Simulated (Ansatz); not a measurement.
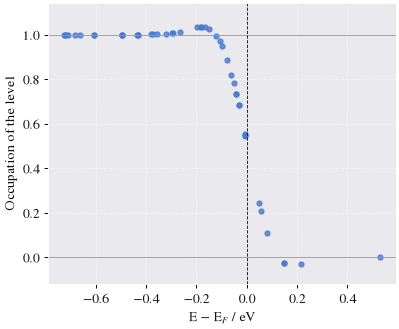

Occupations of the one-electron levels of the k mesh against their energy, from a run on SrLi2BS4, space group I-42m, 8 atoms in the cell, with Ansatz.

Name the smearing function and its width.

Methfessel-Paxton smearing with a width of 0.15 eV. The occupations overshoot on both sides, up to 1.035 below the Fermi level and down to −0.029 above it; for the first-order scheme these extremes (±0.035) lie 1.22 widths, here 0.18 eV, from the Fermi level.
